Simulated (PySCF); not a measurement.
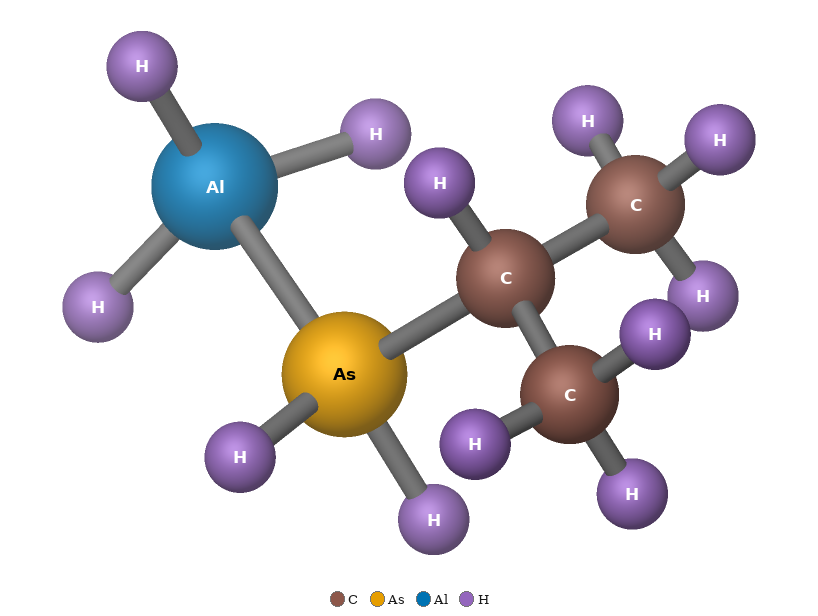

The geometry was computed by an optimisation with PBE0-D3(BJ)/def2-SVP. No frequency run is at hand to confirm it as a minimum. Program: PySCF 2.14.0.

Compare HOMO energy (eV), HOMO–LUMO gap (eV), dipole (D) at these levels: B3LYP/pcSseg-1; B97-D/pcSseg-1; BLYP/pcSseg-1; BP86/pcSseg-1; KT2/pcSseg-1; KT3/pcSseg-1; LDA/pcSseg-1; OPBE/pcSseg-1; PBE/pcSseg-1; PBE0/pcSseg-1; mPW1PW91/pcSseg-1.

```json
{"level": "B3LYP/pcSseg-1", "HOMO energy (eV)": "−7.46", "HOMO–LUMO gap (eV)": "6.98", "dipole (D)": "5.03"}
{"level": "B97-D/pcSseg-1", "HOMO energy (eV)": "−6.44", "HOMO–LUMO gap (eV)": "5.45", "dipole (D)": "4.99"}
{"level": "BLYP/pcSseg-1", "HOMO energy (eV)": "−6.32", "HOMO–LUMO gap (eV)": "5.36", "dipole (D)": "4.93"}
{"level": "BP86/pcSseg-1", "HOMO energy (eV)": "−6.53", "HOMO–LUMO gap (eV)": "5.38", "dipole (D)": "5.04"}
{"level": "KT2/pcSseg-1", "HOMO energy (eV)": "−6.47", "HOMO–LUMO gap (eV)": "5.26", "dipole (D)": "4.98"}
{"level": "KT3/pcSseg-1", "HOMO energy (eV)": "−6.48", "HOMO–LUMO gap (eV)": "5.39", "dipole (D)": "4.95"}
{"level": "LDA/pcSseg-1", "HOMO energy (eV)": "−6.45", "HOMO–LUMO gap (eV)": "5.14", "dipole (D)": "5.06"}
{"level": "OPBE/pcSseg-1", "HOMO energy (eV)": "−6.35", "HOMO–LUMO gap (eV)": "5.46", "dipole (D)": "5.12"}
{"level": "PBE/pcSseg-1", "HOMO energy (eV)": "−6.42", "HOMO–LUMO gap (eV)": "5.33", "dipole (D)": "5.03"}
{"level": "PBE0/pcSseg-1", "HOMO energy (eV)": "−7.65", "HOMO–LUMO gap (eV)": "7.37", "dipole (D)": "5.16"}
{"level": "mPW1PW91/pcSseg-1", "HOMO energy (eV)": "−7.68", "HOMO–LUMO gap (eV)": "7.41", "dipole (D)": "5.15"}
```
